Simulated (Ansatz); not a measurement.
## Nudged elastic band, with input and output: CH5O2SbSi

- system: CH5O2SbSi
- method: RKS PBE0/def2-SVP (Ansatz 0.2.0)

It belongs to a series of runs on one base structure; here: band between the two ends.

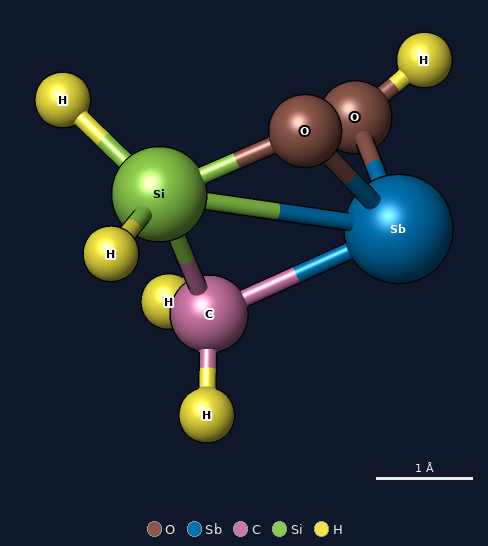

Figure 1. The starting structure (ball-and-stick view, seen at a tilt). Sticks mark near contacts.

Summary

```csv
quantity,value
outcome,converged
"barrier, forward",3.121 eV
"barrier, backward",1.425 eV
hardware,"2 threads of Intel Xeon (Sapphire Rapids), 16 GiB of memory available, shared host"
wall time,3.8 min (CPU time 7.1 min)
peak memory,0.3 GiB
```

The order of the saddle point was not checked.

Input
```yaml
crystal:
  periodic: [false, false, false]
  atoms:
    - { symbol: O, position_ang: [-2.279556, 0.361096, 0.126931] }
    - { symbol: Sb, position_ang: [-0.766453, 0.478773, 1.412833] }
    - { symbol: C, position_ang: [0.601424, 0.956727, -0.218453] }
    - { symbol: Si, position_ang: [1.023534, -0.892199, -0.293587] }
    - { symbol: O, position_ang: [0.084069, -1.326125, 1.033501] }
    - { symbol: H, position_ang: [-3.097917, 0.102251, 0.568104] }
    - { symbol: H, position_ang: [1.414298, 1.641342, 0.066441] }
    - { symbol: H, position_ang: [0.033915, 1.372691, -1.064514] }
    - { symbol: H, position_ang: [0.597884, -1.557219, -1.56118] }
    - { symbol: H, position_ang: [2.471902, -1.188436, -0.067078] }
basis:
  gaussian: { orbitals: def2-SVP }
hamiltonian:
  xc: pbe0
neb:
  order_check: false
  images: 5
  f_tol: 0.05
  max_iterations: 60
  final_atoms:
    - { symbol: O, position_ang: [-2.16613751, 0.2545362, 0.20322309] }
    - { symbol: Sb, position_ang: [-0.40438079, 0.123095, 1.15474386] }
    - { symbol: C, position_ang: [0.79556525, 1.01853349, -0.33084502] }
    - { symbol: Si, position_ang: [1.74853849, -0.70834006, -0.54259776] }
    - { symbol: O, position_ang: [0.026471, -1.52664784, -0.15752972] }
    - { symbol: H, position_ang: [-2.89231875, -0.08404246, 0.74196546] }
    - { symbol: H, position_ang: [1.41949861, 1.8526527, 0.02658871] }
    - { symbol: H, position_ang: [0.20074967, 1.33124562, -1.20248881] }
    - { symbol: H, position_ang: [-0.59881597, -1.50227387, -0.89704827] }
    - { symbol: H, position_ang: [1.95392999, -0.80985778, 1.00698647] }
  initial_path:
    images:
      - { positions_ang: [[-2.279556, 0.361096, 0.126931], [-0.766453, 0.478773, 1.412833], [0.601424, 0.956727, -0.218453], [1.023534, -0.892199, -0.293587], [0.084069, -1.326125, 1.033501], [-3.097917, 0.102251, 0.568104], [1.414298, 1.641342, 0.066441], [0.033915, 1.372691, -1.064514], [0.597884, -1.557219, -1.56118], [2.471902, -1.188436, -0.067078]] }
      - { positions_ang: [[-2.26441363, 0.36789345, 0.10832337], [-0.75087304, 0.4715682, 1.39117806], [0.60210518, 0.98397008, -0.2187412], [1.03774065, -0.83841456, -0.38547707], [0.03912548, -1.33551577, 0.90467549], [-3.02773953, -0.01555261, 0.52242708], [1.46209451, 1.61682773, 0.10534803], [0.08085494, 1.43755064, -1.06168074], [0.45772267, -1.58416169, -1.23067246], [2.44648277, -1.15526447, -0.13238255]] }
      - { positions_ang: [[-2.24927125, 0.3746909, 0.08971574], [-0.73529309, 0.4643634, 1.36952312], [0.60278635, 1.01121315, -0.2190294], [1.0519473, -0.78463012, -0.47736714], [-0.00581804, -1.34490654, 0.77584997], [-2.95756206, -0.13335623, 0.47675016], [1.50989102, 1.59231345, 0.14425506], [0.12779488, 1.50241029, -1.05884749], [0.31756134, -1.61110438, -0.90016492], [2.42106355, -1.12209293, -0.19768709]] }
      - { positions_ang: [[-2.23412888, 0.38148836, 0.07110811], [-0.71971313, 0.45715859, 1.34786818], [0.60346753, 1.03845623, -0.21931761], [1.06615395, -0.73084568, -0.56925722], [-0.05076156, -1.35429731, 0.64702446], [-2.88738459, -0.25115984, 0.43107324], [1.55768753, 1.56779918, 0.18316209], [0.17473483, 1.56726993, -1.05601423], [0.17740001, -1.63804707, -0.56965738], [2.39564432, -1.0889214, -0.26299164]] }
      - { positions_ang: [[-2.21146509, 0.33917097, 0.11514644], [-0.61460235, 0.34580406, 1.28349341], [0.6675001, 1.03181532, -0.25649341], [1.29361546, -0.72334381, -0.56037073], [-0.02501737, -1.41174749, 0.37883973], [-2.88902931, -0.19545405, 0.53470398], [1.51162455, 1.66275035, 0.13097096], [0.18340644, 1.48859516, -1.10483909], [-0.08133865, -1.59278934, -0.67878768], [2.24840621, -0.99590019, 0.1603344]] }
      - { positions_ang: [[-2.1888013, 0.29685358, 0.15918476], [-0.50949157, 0.23444953, 1.21911863], [0.73153267, 1.0251744, -0.29366922], [1.52107698, -0.71584193, -0.55148425], [0.00072682, -1.46919766, 0.11065501], [-2.89067403, -0.13974825, 0.63833472], [1.46556158, 1.75770152, 0.07877983], [0.19207805, 1.40992039, -1.15366395], [-0.34007731, -1.5475316, -0.78791797], [2.1011681, -0.90287899, 0.58366043]] }
      - { positions_ang: [[-2.16613751, 0.2545362, 0.20322309], [-0.40438079, 0.123095, 1.15474386], [0.79556525, 1.01853349, -0.33084502], [1.74853849, -0.70834006, -0.54259776], [0.026471, -1.52664784, -0.15752972], [-2.89231875, -0.08404246, 0.74196546], [1.41949861, 1.8526527, 0.02658871], [0.20074967, 1.33124562, -1.20248881], [-0.59881597, -1.50227387, -0.89704827], [1.95392999, -0.80985778, 1.00698647]] }
```

Command:
```bash
ansatz run input.yaml --threads 2 --pin off --max-ram 3072MiB --backend cpu --events-out ev --progress --plain --runs-dir out
```

The program's output
```
Engine: ansatz 0.2.0, x86_64-unknown-linux-gnu
Functional definition: PBE0
  parameter a = 0.25
  parameter kappa = 0.804
  parameter beta = 0.06672455060314922
  exchange = (1 - a)*pbe_x(kappa = kappa, mu = beta*pi^2/3) + a*exact_x
  correlation = pbe_c(beta = beta)
1255 factors; integrals over basis functions are off by at most 4.3e-4 eV
mean field evaluation 1: about -19600.7918 eV, gradient 7.9e1 eV
mean field evaluation 2: about -19566.0567 eV, gradient 1.5e2 eV
mean field evaluation 4: about -19613.2145 eV, gradient 1.1e1 eV
mean field evaluation 8: about -19613.5674 eV, gradient 3.0e-1 eV
mean field evaluation 16: about -19613.5676 eV, gradient 5.6e-5 eV
mean field -19613.56760290 eV, -720.7853148530 hartree, gradient 5.6e-5 eV, S^2 0.000000; 0 other end points of the search recorded, 0 dependent functions left out
the calculation of the forces begins
reference -19613.56763101 eV, -720.7853158859 hartree; 32, 32 occupied and 79, 79 virtual orbitals, 1255 factors
1257 factors; integrals over basis functions are off by at most 1.2e-3 eV
mean field evaluation 32: about -19611.8714 eV, gradient 2.2e-5 eV
mean field -19611.87138662 eV, -720.7229800543 hartree, gradient 2.3e-5 eV, S^2 0.000000; 0 other end points of the search recorded, 0 dependent functions left out
[... from here on the field's lines of each further geometry are left out, up to the last ...]
NEB iter   1: max|band force component| = 7.776e0 eV/Å  barrier→ = 4.6019 eV  barrier← = 2.9057 eV  Δτ_max = 0.1963 Å  (202 SCF iters)
NEB iter   2: max|band force component| = 3.479e0 eV/Å  barrier→ = 3.4459 eV  barrier← = 1.7497 eV  Δτ_max = 0.2000 Å  (169 SCF iters)
NEB iter   3: max|band force component| = 1.247e0 eV/Å  barrier→ = 3.2490 eV  barrier← = 1.5528 eV  Δτ_max = 0.1998 Å  (162 SCF iters)
NEB iter   4: max|band force component| = 2.614e0 eV/Å  barrier→ = 3.3333 eV  barrier← = 1.6371 eV  Δτ_max = 0.0996 Å  (165 SCF iters)
NEB iter   5: max|band force component| = 9.002e-1 eV/Å  barrier→ = 2.8812 eV  barrier← = 1.1850 eV  Δτ_max = 0.1289 Å  (163 SCF iters)
NEB iter   6: max|band force component| = 1.636e0 eV/Å  barrier→ = 2.6919 eV  barrier← = 0.9956 eV  Δτ_max = 0.0650 Å  (162 SCF iters)
NEB iter   7: max|band force component| = 2.032e0 eV/Å  barrier→ = 2.6737 eV  barrier← = 0.9775 eV  CI = image 2  Δτ_max = 0.1292 Å  (165 SCF iters)
NEB iter   8: max|band force component| = 1.219e0 eV/Å  barrier→ = 2.9747 eV  barrier← = 1.2784 eV  CI = image 2  Δτ_max = 0.2000 Å  (157 SCF iters)
NEB iter   9: max|band force component| = 5.937e-1 eV/Å  barrier→ = 3.1292 eV  barrier← = 1.4330 eV  CI = image 2  Δτ_max = 0.0788 Å  (162 SCF iters)
NEB iter  10: max|band force component| = 1.701e-1 eV/Å  barrier→ = 3.1363 eV  barrier← = 1.4401 eV  CI = image 2  Δτ_max = 0.0272 Å  (159 SCF iters)
NEB iter  11: max|band force component| = 9.771e-2 eV/Å  barrier→ = 3.1326 eV  barrier← = 1.4364 eV  CI = image 2  Δτ_max = 0.1087 Å  (150 SCF iters)
NEB iter  12: max|band force component| = 2.771e-1 eV/Å  barrier→ = 3.1285 eV  barrier← = 1.4323 eV  CI = image 2  Δτ_max = 0.0546 Å  (164 SCF iters)
NEB iter  13: max|band force component| = 2.099e-1 eV/Å  barrier→ = 3.1237 eV  barrier← = 1.4275 eV  CI = image 2  Δτ_max = 0.0209 Å  (158 SCF iters)
NEB iter  14: max|band force component| = 9.413e-2 eV/Å  barrier→ = 3.1221 eV  barrier← = 1.4259 eV  CI = image 2  Δτ_max = 0.0187 Å  (154 SCF iters)
the calculation of the forces begins
reference -19611.81975187 eV, -720.7210825122 hartree; 32, 32 occupied and 79, 79 virtual orbitals, 1257 factors
1256 factors; integrals over basis functions are off by at most 9.7e-4 eV
mean field -19610.44616293 eV, -720.6706040498 hartree, gradient 1.6e-5 eV, S^2 0.000000; 1 other end points of the search recorded, 0 dependent functions left out
the calculation of the forces begins
reference -19610.44619027 eV, -720.6706050544 hartree; 32, 32 occupied and 79, 79 virtual orbitals, 1256 factors
NEB iter  15: max|band force component| = 2.688e-2 eV/Å  barrier→ = 3.1214 eV  barrier← = 1.4252 eV  CI = image 2  Δτ_max = 0.0000 Å  (305 SCF iters)
```

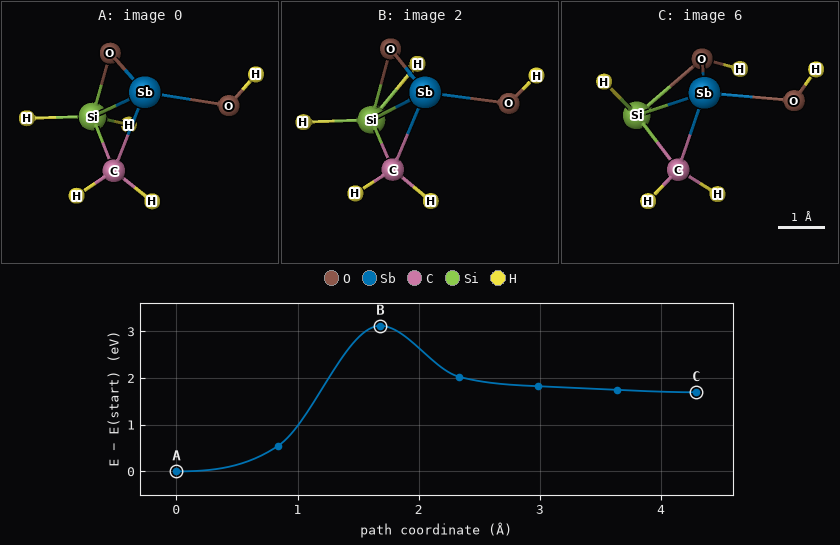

Figure 2. Images of the last band (counted from 0; ball-and-stick, seen at a tilt) above the energy along the path; the line is a cubic interpolation that uses the forces. The highest image is number 2, 3.121 eV above the start and 1.425 eV above the end (the climbing image); the end lies 1.696 eV above the start. The path is 4.29 Å long. The band converged in 15 iterations.

```
Total energy: -19610.44619027 eV, -720.6706050544 hartree
Atom 0 at    -2.225198     0.301650    -0.031922 Å, force    -0.001875     0.000250     0.001690 eV/Å
Atom 1 at    -0.744635     0.290544     1.291914 Å, force    -0.003858    -0.000651     0.002358 eV/Å
Atom 2 at     0.676143     1.008512    -0.189040 Å, force    -0.022936     0.019024    -0.016251 eV/Å
Atom 3 at     1.185647    -0.770194    -0.677869 Å, force     0.013570    -0.018228     0.004414 eV/Å
Atom 4 at     0.113970    -1.487174     0.719497 Å, force    -0.001401     0.013139    -0.011101 eV/Å
Atom 5 at    -3.066298     0.084152     0.388516 Å, force     0.001170     0.000337     0.000538 eV/Å
Atom 6 at     1.459983     1.642045     0.253449 Å, force     0.009987    -0.011341     0.006882 eV/Å
Atom 7 at     0.127506     1.580627    -0.954800 Å, force     0.002860    -0.004719     0.009755 eV/Å
Atom 8 at    -0.066958    -1.765787    -0.542075 Å, force     0.004820    -0.000476     0.005263 eV/Å
Atom 9 at     2.622941    -0.935475    -0.254672 Å, force    -0.002338     0.002665    -0.003549 eV/Å
Dipole moment:    -0.287082     0.466215     0.472930 e Å
this run last wrote the band of iteration 15 to [file]
```

The last band as extended XYZ (Å, eV, eV/Å)
```
10
Properties=species:S:1:pos:R:3:forces:R:3 image=0 energy=-19613.56760
O    -2.2796    0.3611    0.1269    0.0048   0.0029   0.0006
Sb   -0.7665    0.4788    1.4128    0.0051  -0.0021  -0.0010
C     0.6014    0.9567   -0.2185   -0.0003   0.0008   0.0068
Si    1.0235   -0.8922   -0.2936   -0.0081  -0.0026  -0.0004
O     0.0841   -1.3261    1.0335   -0.0012   0.0008  -0.0018
H    -3.0979    0.1023    0.5681   -0.0043  -0.0013   0.0006
H     1.4143    1.6413    0.0664    0.0002  -0.0015  -0.0037
H     0.0339    1.3727   -1.0645   -0.0011   0.0005  -0.0022
H     0.5979   -1.5572   -1.5612    0.0036  -0.0013  -0.0018
H     2.4719   -1.1884   -0.0671    0.0013   0.0040   0.0030
10
Properties=species:S:1:pos:R:3:forces:R:3 image=1 energy=-19613.01715
O    -2.2102    0.2721   -0.0194    0.0422  -0.0723   0.0528
Sb   -0.7794    0.3907    1.3696   -0.0769   0.2668   0.2184
C     0.6304    0.9970   -0.1919   -0.1316  -0.0195  -0.0157
Si    1.0371   -0.8469   -0.3610   -0.3957  -0.2065   0.8408
O     0.2209   -1.3261    1.0464    0.2839   0.4327   0.8801
H    -3.0648    0.0679    0.3792    0.0027  -0.0370  -0.0003
H     1.4548    1.6043    0.2217   -0.0053  -0.1261  -0.0923
H     0.1204    1.5576   -0.9867   -0.0259  -0.0478  -0.0819
H     0.1427   -1.7321   -1.1261    0.5541   0.0865  -1.5813
H     2.5313   -1.0356   -0.3287   -0.2475  -0.2768  -0.2207
10
Properties=species:S:1:pos:R:3:forces:R:3 image=2 energy=-19610.44616
O    -2.2252    0.3016   -0.0319   -0.0019   0.0003   0.0017
Sb   -0.7446    0.2905    1.2919   -0.0039  -0.0007   0.0024
C     0.6761    1.0085   -0.1890   -0.0229   0.0190  -0.0163
Si    1.1856   -0.7702   -0.6779    0.0136  -0.0182   0.0044
O     0.1140   -1.4872    0.7195   -0.0014   0.0131  -0.0111
H    -3.0663    0.0842    0.3885    0.0012   0.0003   0.0005
H     1.4600    1.6420    0.2534    0.0100  -0.0113   0.0069
H     0.1275    1.5806   -0.9548    0.0029  -0.0047   0.0098
H    -0.0670   -1.7658   -0.5421    0.0048  -0.0005   0.0053
H     2.6229   -0.9355   -0.2547   -0.0023   0.0027  -0.0035
10
Properties=species:S:1:pos:R:3:forces:R:3 image=3 energy=-19611.53912
O    -2.2052    0.3018   -0.0182    0.0214  -0.0062   0.0014
Sb   -0.6682    0.2649    1.2307    0.1130  -0.0630  -0.0897
C     0.7072    1.0367   -0.1862    0.0447   0.0488   0.0022
Si    1.3326   -0.7016   -0.9060    0.2076   0.1058  -0.2929
O     0.1435   -1.5383    0.4560    0.0242  -0.0517  -0.3660
H    -3.0389    0.0839    0.4180    0.0380  -0.0094   0.0279
H     1.4602    1.6891    0.2804   -0.0071   0.0637   0.0357
H     0.1336    1.6027   -0.9379    0.0065   0.0387   0.0180
H    -0.3892   -1.9388   -0.2483   -0.4380  -0.2467   0.4152
H     2.6076   -0.8516   -0.0853   -0.0103   0.1199   0.2481
10
Properties=species:S:1:pos:R:3:forces:R:3 image=4 energy=-19611.74145
O    -2.1834    0.3027    0.0420   -0.0008  -0.0016   0.0142
Sb   -0.5616    0.1885    1.1834    0.0302  -0.0198  -0.0080
C     0.7351    1.0478   -0.2371    0.0068  -0.0023  -0.0135
Si    1.5312   -0.6698   -0.8688    0.0289   0.0072   0.0024
O     0.0915   -1.5570    0.1838   -0.0061   0.0010  -0.0436
H    -2.9888    0.0770    0.5237    0.0132  -0.0037   0.0346
H     1.4434    1.7541    0.2239   -0.0047   0.0147  -0.0212
H     0.1347    1.5602   -1.0048   -0.0059   0.0000  -0.0178
H    -0.5777   -1.9531   -0.3898   -0.0356  -0.0029  -0.0224
H     2.4588   -0.8014    0.3465   -0.0260   0.0075   0.0751
10
Properties=species:S:1:pos:R:3:forces:R:3 image=5 energy=-19611.81973
O    -2.1728    0.2799    0.1178    0.0002  -0.0058   0.0249
Sb   -0.4774    0.1415    1.1613    0.0220  -0.0088  -0.0024
C     0.7562    1.0392   -0.2847    0.0004  -0.0054  -0.0181
Si    1.6662   -0.6814   -0.7113    0.0227  -0.0010   0.0260
O     0.0514   -1.5622    0.0037   -0.0037  -0.0002  -0.0293
H    -2.9478    0.0165    0.6292    0.0120  -0.0120   0.0347
H     1.4227    1.8045    0.1440   -0.0022   0.0118  -0.0239
H     0.1604    1.4647   -1.1062   -0.0008  -0.0163  -0.0220
H    -0.6154   -1.7573   -0.6691   -0.0115   0.0366  -0.0486
H     2.2397   -0.7965    0.7183   -0.0391   0.0011   0.0588
10
Properties=species:S:1:pos:R:3:forces:R:3 image=6 energy=-19611.87139
O    -2.1661    0.2545    0.2032   -0.0032   0.0017  -0.0026
Sb   -0.4044    0.1231    1.1547   -0.0018   0.0012   0.0121
C     0.7956    1.0185   -0.3308   -0.0018   0.0002  -0.0064
Si    1.7485   -0.7083   -0.5426    0.0115   0.0012  -0.0020
O     0.0265   -1.5266   -0.1575   -0.0038  -0.0059  -0.0024
H    -2.8923   -0.0840    0.7420   -0.0013  -0.0007   0.0028
H     1.4195    1.8527    0.0266    0.0047   0.0032   0.0028
H     0.2008    1.3312   -1.2025    0.0013  -0.0002  -0.0010
H    -0.5988   -1.5023   -0.8970   -0.0014  -0.0031  -0.0022
H     1.9539   -0.8099    1.0070   -0.0041   0.0024  -0.0011
```
